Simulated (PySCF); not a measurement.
System: C$_{3}$H$_{10}$FNSi.

The calculation's input:

```
{"job": {"kind": "nmr", "xc": "PBE0", "basis": "pcSseg-1"}, "charge": 0, "multiplicity": 1}
N     -1.285683    -0.681314     0.711669
C     -1.692787     0.179184    -0.390665
C     -0.431987     0.541756    -1.159052
Si     0.944214     0.891826     0.115744
C      1.890298    -0.710308     0.587640
F      3.094332    -0.377411     1.181448
H     -2.043261    -0.821851     1.371664
H     -1.012241    -1.591336     0.355322
H     -2.452951    -0.278110    -1.044944
H     -2.123639     1.085184     0.041848
H     -0.615267     1.408868    -1.789301
H     -0.153673    -0.278993    -1.821000
H      0.426637     1.533975     1.321443
H      1.942754     1.762303    -0.528489
H      2.146984    -1.327224    -0.277914
H      1.358670    -1.327602     1.313175
```

Launched as:

```sh
OMP_NUM_THREADS=1 python probes_run.py task.json out
```

Geometry: GFN2-xTB.

Method: PBE0/pcSseg-1, SCF density, gas phase, non-relativistic in PySCF 2.14.0.

Predict the electron density and electron localisation function between the atoms.

C–F (1.38 Å): the density is about 2 e/Å³ at the midpoint, with its minimum of 1.6 e/Å³ about 0.5 Å from C; the ELF peaks at about 0.85 between the atoms (a shared but strongly polarised pair).
C–H (1.10 Å): ρ at the midpoint is about 2 e/Å³; the ELF climbs to about 1 towards the hydrogen, as it does in any bond to H: an ordinary covalent bond to hydrogen.

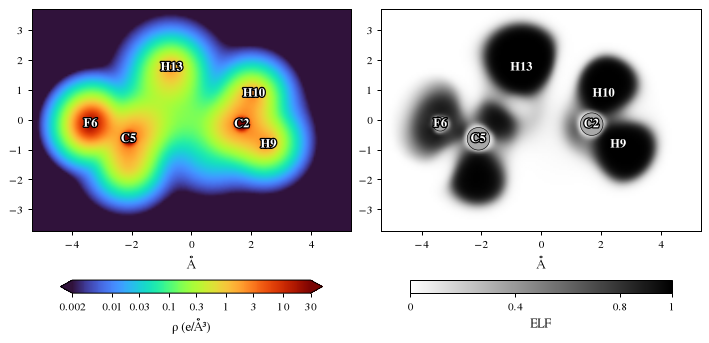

Computed electron density and electron localisation function on the plane of atoms H9, C2 and H10, in this order. Grey discs cover the atomic cores in the ELF map. 
